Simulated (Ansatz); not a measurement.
# CH6GeOTe: rotation by 120° about the Te3–Ge4 bond

How high is the barrier for the rotation by 120° about the Te3–Ge4 bond? Relax the two ends, then run a nudged elastic band between them. SMILES of the start: OC[Te][GeH3].

Program: Ansatz 0.2.0. Level of theory: RKS PBE/def2-SVP. These are calculated values, not measurements.

## 1. The starting structure

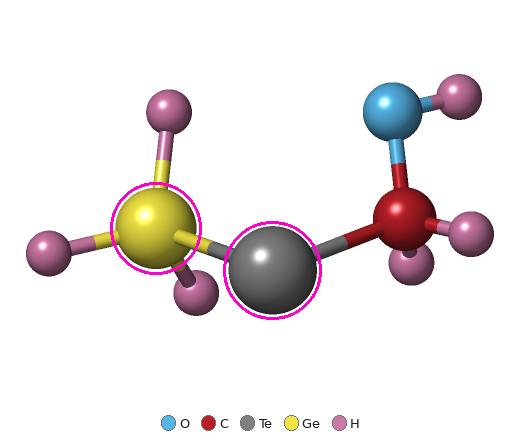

Start, viewed from a free direction; oxygen blue, carbon red, tellurium grey, germanium yellow, hydrogen pink. Ringed: Te3, Ge4.

Coordinates:

```xyz
10

O    -0.5901    0.5270    1.5994
C    -0.8277    1.1940    0.3493
Te    1.0217    1.3117   -0.6893
Ge    1.2169   -1.2344   -0.8612
H    -1.5325    0.5289    1.9949
H    -1.5394    0.6311   -0.2727
H    -1.1843    2.2305    0.5020
H    -0.0615   -1.7293   -1.6432
H     2.4364   -1.6505   -1.5644
H     1.1437   -1.8601    0.5882
```

## 2. Relaxing end A

File input.yaml:

```yaml
crystal:
  periodic: [false, false, false]
  atoms:
    - { symbol: O, position_ang: [-0.5901, 0.527, 1.5994] }
    - { symbol: C, position_ang: [-0.8277, 1.194, 0.3493] }
    - { symbol: Te, position_ang: [1.0217, 1.3117, -0.6893] }
    - { symbol: Ge, position_ang: [1.2169, -1.2344, -0.8612] }
    - { symbol: H, position_ang: [-1.5325, 0.5289, 1.9949] }
    - { symbol: H, position_ang: [-1.5394, 0.6311, -0.2727] }
    - { symbol: H, position_ang: [-1.1843, 2.2305, 0.502] }
    - { symbol: H, position_ang: [-0.0615, -1.7293, -1.6432] }
    - { symbol: H, position_ang: [2.4364, -1.6505, -1.5644] }
    - { symbol: H, position_ang: [1.1437, -1.8601, 0.5882] }
basis:
  gaussian: { orbitals: def2-SVP }
hamiltonian:
  xc: pbe
relax:
  f_tol: 0.015
  max_steps: 40
```

Command:

```bash
$ ansatz run input.yaml --threads 2 --pin off --max-ram 3072MiB --backend cpu --events-out ev --progress --plain --runs-dir out
```

The log of the run, cut to the lines that bear on the results:

```text
Warning: RAYON_NUM_THREADS=2 ignored (pool sized by the plan → 2); use --threads N
[...]
Functional definition: PBE
[...]
1320 factors; their error is unknown
[...]
mean field -66970.62012737 eV, -2461.1248953643 hartree, gradient 5.7e-5 eV, S^2 0.000000; 0 other end points of the search recorded, 0 dependent functions left out
[...]
reference -66970.62016498 eV, -2461.1248967462 hartree; 38, 38 occupied and 78, 78 virtual orbitals, 1320 factors
relax step   1: F+E_penalty+E_count = -66970.62012737 eV  Δ(F+E_penalty+E_count) = +0.000e0 eV  max|allowed force component| = 2.158e0 eV/Å  Δτ_max = 0.0000 Å  (28 SCF iters, accepted)
[...]
relax step   7: F+E_penalty+E_count = -66970.87363651 eV  Δ(F+E_penalty+E_count) = -1.207e-2 eV  max|allowed force component| = 1.702e-1 eV/Å  Δτ_max = 0.2000 Å  (27 SCF iters, accepted)
[...]
relax step  13: F+E_penalty+E_count = -66970.90192128 eV  Δ(F+E_penalty+E_count) = -9.857e-3 eV  max|allowed force component| = 4.282e-1 eV/Å  Δτ_max = 0.0732 Å  (29 SCF iters, accepted)
[...]
relax step  19: F+E_penalty+E_count = -66970.97862965 eV  Δ(F+E_penalty+E_count) = -6.646e-5 eV  max|allowed force component| = 4.383e-1 eV/Å  Δτ_max = 0.0975 Å  (30 SCF iters, accepted)
[...]
relax step  23: F+E_penalty+E_count = -66970.99030605 eV  Δ(F+E_penalty+E_count) = -1.866e-3 eV  max|allowed force component| = 8.453e-2 eV/Å  Δτ_max = 0.0976 Å  (29 SCF iters, accepted)
relax step  24: F+E_penalty+E_count = -66970.99521925 eV  Δ(F+E_penalty+E_count) = -4.913e-3 eV  max|allowed force component| = 2.417e-1 eV/Å  Δτ_max = 0.0965 Å  (30 SCF iters, accepted)
```

## 3. More of the same log: end point A relaxed

The log, continued, cut to the lines that bear on the results:

```text
relax step  25: F+E_penalty+E_count = -66970.99692937 eV  Δ(F+E_penalty+E_count) = -1.710e-3 eV  max|allowed force component| = 1.852e-1 eV/Å  Δτ_max = 0.0396 Å  (30 SCF iters, accepted)
[...]
relax step  28: F+E_penalty+E_count = -66971.00372053 eV  Δ(F+E_penalty+E_count) = -3.439e-3 eV  max|allowed force component| = 2.441e-1 eV/Å  Δτ_max = 0.0501 Å  (30 SCF iters, accepted)
[...]
relax step  31: F+E_penalty+E_count = -66971.00911247 eV  Δ(F+E_penalty+E_count) = -9.012e-4 eV  max|allowed force component| = 2.186e-1 eV/Å  Δτ_max = 0.1037 Å  (28 SCF iters, accepted)
[...]
relax step  34: F+E_penalty+E_count = -66971.01216875 eV  Δ(F+E_penalty+E_count) = -5.148e-4 eV  max|allowed force component| = 2.242e-2 eV/Å  Δτ_max = 0.0582 Å  (29 SCF iters, accepted)
[...]
Atom 0 at    -1.348773     1.130394     1.684853 Å, force    -0.000935     0.001085     0.003601 eV/Å
Atom 1 at    -0.955400     1.265013     0.368458 Å, force     0.003526     0.008502     0.001342 eV/Å
Atom 2 at     1.276105     1.167626     0.011286 Å, force    -0.000894    -0.000913     0.000123 eV/Å
Atom 3 at     1.235982    -1.282558    -0.798732 Å, force     0.000498     0.002058     0.000991 eV/Å
Atom 4 at    -1.134016     0.224318     1.977964 Å, force     0.000416    -0.001731    -0.002304 eV/Å
Atom 5 at    -1.369853     0.508216    -0.334008 Å, force    -0.001886    -0.007160    -0.002112 eV/Å
Atom 6 at    -1.226859     2.280815     0.023820 Å, force    -0.000187     0.000219    -0.000372 eV/Å
Atom 7 at    -0.243559    -1.616150    -1.149001 Å, force    -0.001602    -0.000859    -0.001123 eV/Å
Atom 8 at     2.117515    -1.446455    -2.064905 Å, force     0.000878    -0.000253    -0.000991 eV/Å
Atom 9 at     1.732059    -2.282322     0.283265 Å, force     0.000186    -0.000949     0.000845 eV/Å
Dipole moment:    -0.173471    -0.252671    -0.045728 e Å
```

Wall time 1.7 min (2 threads of Arm Neoverse V1, shared host); peak memory 0.17 GiB.

Step by step, one in 2:

| step | energy from step 1 (eV) | largest force component (eV/Å) |
| --- | --- | --- |
| 1 | 0.0000 | 2.1583 |
| 3 | -0.2038 | 0.5239 |
| 5 | -0.2266 | 0.3340 |
| 7 | -0.2535 | 0.1702 |
| 9 | -0.2591 | 0.0984 |
| 11x | -0.2594 | 1.0118 |
| 13 | -0.2818 | 0.4282 |
| 15 | -0.3280 | 0.3517 |
| 17x | -0.3507 | 0.3088 |
| 19 | -0.3585 | 0.4383 |
| 21 | -0.3683 | 0.1590 |
| 23 | -0.3702 | 0.0845 |
| 25 | -0.3768 | 0.1852 |
| 27 | -0.3802 | 0.2945 |
| 29 | -0.3866 | 0.0971 |
| 31 | -0.3890 | 0.2186 |
| 33 | -0.3915 | 0.0322 |
| 35x | -0.3918 | 0.1267 |
| 37 | -0.3924 | 0.0483 |
| 39 | -0.3927 | 0.0085 |

Step 1 is the start. 5 steps were tried and not accepted (marked x).

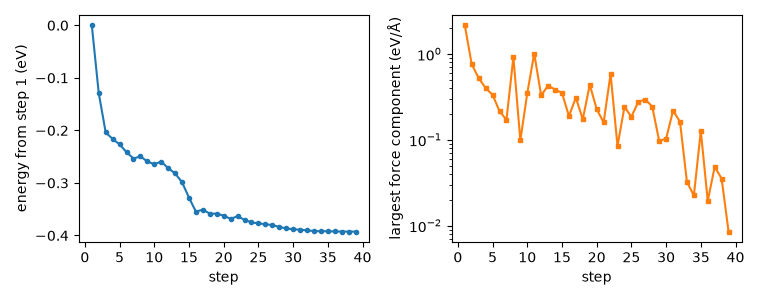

How energy and force went from step to step.

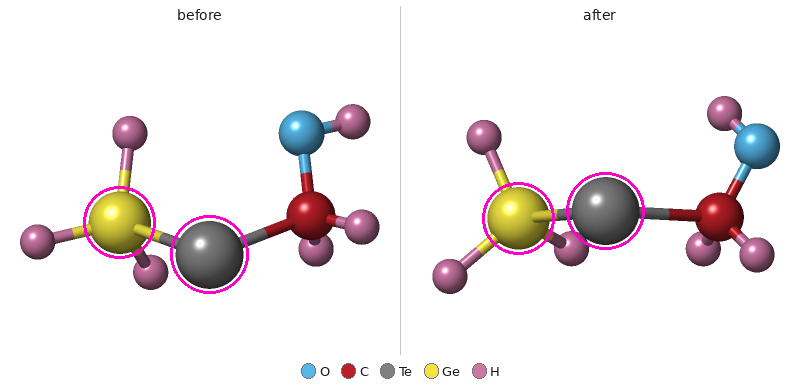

Before and after, at one scale.

After: Bond lengths: O1–C2 1.380 Å, C2–Te3 2.262 Å, Te3–Ge4 2.581 Å, O1–H5 0.976 Å, C2–H6 1.113 Å, C2–H7 1.106 Å, Ge4–H8 1.557 Å, Ge4–H9 1.552 Å, Ge4–H10 1.554 Å. Angles: O1–C2–Te3 115.3°, O1–C2–H6 115.4°, O1–C2–H7 108.5°, Te3–C2–H6 103.8°, Te3–C2–H7 103.4°, H6–C2–H7 109.7°, C2–O1–H5 108.3°, C2–Te3–Ge4 94.3°, Te3–Ge4–H8 106.8°, Te3–Ge4–H9 110.3°, Te3–Ge4–H10 112.8°, H8–Ge4–H9 109.5°, H8–Ge4–H10 108.8°, H9–Ge4–H10 108.6°.

## 4. Relaxing end B

The second end starts from a geometry with the move made by hand.

input.yaml: that of step 2 with these lines changed.

```diff
@@ -10,5 +10,5 @@
     - { symbol: H, position_ang: [-1.1843, 2.2305, 0.502] }
-    - { symbol: H, position_ang: [-0.0615, -1.7293, -1.6432] }
-    - { symbol: H, position_ang: [2.4364, -1.6505, -1.5644] }
-    - { symbol: H, position_ang: [1.1437, -1.8601, 0.5882] }
+    - { symbol: H, position_ang: [1.26234, -1.78053, 0.61881] }
+    - { symbol: H, position_ang: [0.08892, -1.82884, -1.5886] }
+    - { symbol: H, position_ang: [2.59805, -1.60533, -1.53385] }
 basis:
```

Command:

```bash
$ ansatz run input.yaml --threads 2 --pin off --max-ram 3072MiB --backend cpu --events-out ev --progress --plain --runs-dir out
```

The log of the run:

```text
Warning: RAYON_NUM_THREADS=2 ignored (pool sized by the plan → 2); use --threads N
The last accepted step is kept in <dir> (removed where the run ends without a failure and the disk answers)
Engine: ansatz 0.2.0, aarch64-unknown-linux-gnu
[... 1 set-up line as earlier in the session ...]
  parameter kappa = 0.804
  parameter beta = 0.06672455060314922
  exchange = pbe_x(kappa = kappa, mu = beta*pi^2/3)
  correlation = pbe_c(beta = beta)
1320 factors; their error is unknown
mean field evaluation 1: about -66964.2827 eV, gradient 5.5e1 eV
mean field evaluation 2: about -66887.5151 eV, gradient 1.5e2 eV
mean field evaluation 4: about -66970.2154 eV, gradient 1.2e1 eV
mean field evaluation 8: about -66970.6681 eV, gradient 2.0e-1 eV
mean field evaluation 16: about -66970.6144 eV, gradient 7.3e-4 eV
mean field -66970.61444691 eV, -2461.1246866110 hartree, gradient 6.3e-5 eV, S^2 0.000000; 0 other end points of the search recorded, 0 dependent functions left out
[... from here on, the SCF cycles and remarks between the steps are left out, and one step in 2 is shown ...]
relax step   1: F+E_penalty+E_count = -66970.61444691 eV  Δ(F+E_penalty+E_count) = +0.000e0 eV  max|allowed force component| = 2.161e0 eV/Å  Δτ_max = 0.0000 Å  (28 SCF iters, accepted)
relax step   2: F+E_penalty+E_count = -66970.78338587 eV  Δ(F+E_penalty+E_count) = -1.689e-1 eV  max|allowed force component| = 6.733e-1 eV/Å  Δτ_max = 0.1147 Å  (29 SCF iters, accepted)
relax step   4: F+E_penalty+E_count = -66970.83995903 eV  Δ(F+E_penalty+E_count) = -1.208e-2 eV  max|allowed force component| = 3.302e-1 eV/Å  Δτ_max = 0.0346 Å  (29 SCF iters, accepted)
relax step   6: F+E_penalty+E_count = -66970.85664873 eV  Δ(F+E_penalty+E_count) = -3.383e-3 eV  max|allowed force component| = 2.262e-1 eV/Å  Δτ_max = 0.0622 Å  (29 SCF iters, accepted)
relax step   8: F+E_penalty+E_count = -66970.87504623 eV  Δ(F+E_penalty+E_count) = -3.888e-3 eV  max|allowed force component| = 6.149e-1 eV/Å  Δτ_max = 0.1926 Å  (29 SCF iters, accepted)
relax step  10: F+E_penalty+E_count = -66970.91203122 eV  Δ(F+E_penalty+E_count) = -1.941e-2 eV  max|allowed force component| = 3.510e-1 eV/Å  Δτ_max = 0.1945 Å  (28 SCF iters, accepted)
relax step  12: F+E_penalty+E_count = -66970.93938209 eV  Δ(F+E_penalty+E_count) = -2.735e-2 eV  max|allowed force component| = 2.875e-1 eV/Å  Δτ_max = 0.0970 Å  (29 SCF iters, accepted)
relax step  14: F+E_penalty+E_count = -66970.97566258 eV  Δ(F+E_penalty+E_count) = -1.889e-2 eV  max|allowed force component| = 2.087e-1 eV/Å  Δτ_max = 0.1500 Å  (29 SCF iters, accepted)
relax step  16: F+E_penalty+E_count = -66970.95580114 eV  Δ(F+E_penalty+E_count) = +2.692e-2 eV  max|allowed force component| = 9.094e-1 eV/Å  Δτ_max = 0.1952 Å  (34 SCF iters, rejected (line search))
relax step  18: F+E_penalty+E_count = -66970.98904277 eV  Δ(F+E_penalty+E_count) = -1.673e-3 eV  max|allowed force component| = 1.898e-1 eV/Å  Δτ_max = 0.0976 Å  (30 SCF iters, accepted)
relax step  20: F+E_penalty+E_count = -66970.99341719 eV  Δ(F+E_penalty+E_count) = -3.795e-3 eV  max|allowed force component| = 6.556e-2 eV/Å  Δτ_max = 0.0752 Å  (29 SCF iters, accepted)
relax step  22: F+E_penalty+E_count = -66970.99247916 eV  Δ(F+E_penalty+E_count) = +2.784e-3 eV  max|allowed force component| = 3.546e-1 eV/Å  Δτ_max = 0.1495 Å  (30 SCF iters, rejected (line search))
relax step  24: F+E_penalty+E_count = -66970.99783329 eV  Δ(F+E_penalty+E_count) = -2.570e-3 eV  max|allowed force component| = 5.466e-2 eV/Å  Δτ_max = 0.0365 Å  (30 SCF iters, accepted)
relax step  26: F+E_penalty+E_count = -66971.00077583 eV  Δ(F+E_penalty+E_count) = -1.066e-3 eV  max|allowed force component| = 1.741e-1 eV/Å  Δτ_max = 0.0304 Å  (30 SCF iters, accepted)
relax step  28: F+E_penalty+E_count = -66971.00363421 eV  Δ(F+E_penalty+E_count) = -6.078e-4 eV  max|allowed force component| = 2.062e-1 eV/Å  Δτ_max = 0.0776 Å  (29 SCF iters, accepted)
relax step  30: F+E_penalty+E_count = -66971.00590197 eV  Δ(F+E_penalty+E_count) = -8.495e-4 eV  max|allowed force component| = 1.352e-1 eV/Å  Δτ_max = 0.0324 Å  (30 SCF iters, accepted)
relax step  32: F+E_penalty+E_count = -66971.00797076 eV  Δ(F+E_penalty+E_count) = -5.573e-4 eV  max|allowed force component| = 2.178e-2 eV/Å  Δτ_max = 0.0364 Å  (30 SCF iters, accepted)
relax step  34: F+E_penalty+E_count = -66971.00906789 eV  Δ(F+E_penalty+E_count) = -6.228e-4 eV  max|allowed force component| = 3.350e-2 eV/Å  Δτ_max = 0.0213 Å  (30 SCF iters, accepted)
relax step  36: F+E_penalty+E_count = -66971.00932867 eV  Δ(F+E_penalty+E_count) = +7.093e-6 eV  max|allowed force component| = 5.190e-2 eV/Å  Δτ_max = 0.0799 Å  (29 SCF iters, rejected (line search))
relax step  38: F+E_penalty+E_count = -66971.00964517 eV  Δ(F+E_penalty+E_count) = -2.834e-5 eV  max|allowed force component| = 5.181e-2 eV/Å  Δτ_max = 0.0869 Å  (29 SCF iters, accepted)
relax step  40: F+E_penalty+E_count = -66971.00994691 eV  Δ(F+E_penalty+E_count) = -9.294e-5 eV  max|allowed force component| = 1.532e-2 eV/Å  Δτ_max = 0.0100 Å  (31 SCF iters, accepted)
[...]
this run last wrote the structure of step 40 to <dir>
Error: geometry relaxation did not converge after 40 steps: max|allowed force component| = 1.53e-2 eV/Å (threshold 1.5e-2). Raise `relax.max_steps` over both its present limit and 40, loosen `relax.f_tol`, or start from a geometry closer to equilibrium. Where this run's directory can be resumed (`checkpoint.write`), a resume goes on for up to `relax.max_steps` more
```

Wall time 1.7 min (2 threads of Arm Neoverse V1, shared host); peak memory 0.16 GiB.

Step by step, one in 2:

| step | energy from step 1 (eV) | largest force component (eV/Å) |
| --- | --- | --- |
| 1 | 0.0000 | 2.1612 |
| 3 | -0.2134 | 0.4482 |
| 5 | -0.2388 | 0.2009 |
| 7 | -0.2567 | 0.0448 |
| 9 | -0.2782 | 0.1433 |
| 11x | -0.2641 | 1.7027 |
| 13 | -0.3423 | 0.2893 |
| 15 | -0.3683 | 0.1056 |
| 17 | -0.3729 | 0.0308 |
| 19 | -0.3752 | 0.1120 |
| 21 | -0.3808 | 0.1000 |
| 23x | -0.3774 | 0.1892 |
| 25 | -0.3853 | 0.1838 |
| 27 | -0.3886 | 0.1784 |
| 29 | -0.3906 | 0.1953 |
| 31 | -0.3930 | 0.0234 |
| 33 | -0.3940 | 0.0730 |
| 35 | -0.3949 | 0.0221 |
| 37 | -0.3952 | 0.0191 |
| 39 | -0.3954 | 0.0252 |
| 40 | -0.3955 | 0.0153 |

Step 1 is the start. 5 steps were tried and not accepted (marked x). The run ended unconverged after 40 steps.

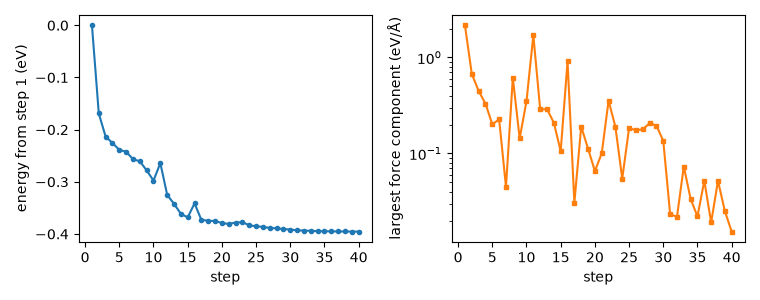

Energy and largest force along the relaxation.

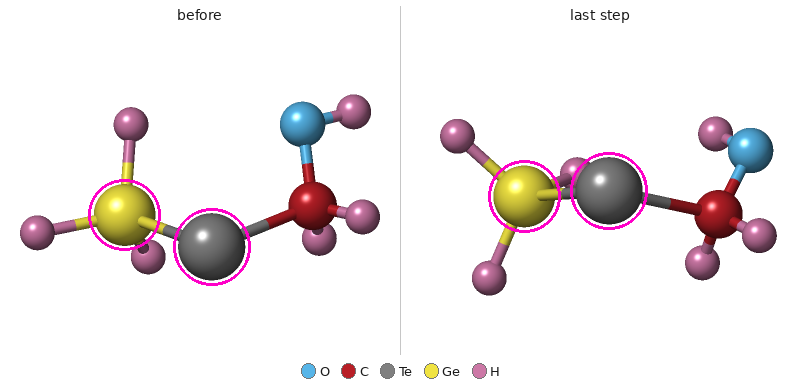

The structure before (left) and after (right), drawn at the same scale.

At the last step: Bond lengths: O1–C2 1.380 Å, C2–Te3 2.265 Å, Te3–Ge4 2.578 Å, O1–H5 0.976 Å, C2–H6 1.112 Å, C2–H7 1.107 Å, Ge4–H8 1.551 Å, Ge4–H9 1.561 Å, Ge4–H10 1.555 Å. Angles: O1–C2–Te3 115.3°, O1–C2–H6 115.1°, O1–C2–H7 108.8°, Te3–C2–H6 104.4°, Te3–C2–H7 102.9°, H6–C2–H7 109.4°, C2–O1–H5 108.3°, C2–Te3–Ge4 91.9°, Te3–Ge4–H8 110.0°, Te3–Ge4–H9 107.2°, Te3–Ge4–H10 113.3°, H8–Ge4–H9 108.8°, H8–Ge4–H10 109.2°, H9–Ge4–H10 108.1°.

(Part 1 of 2 ends here.)
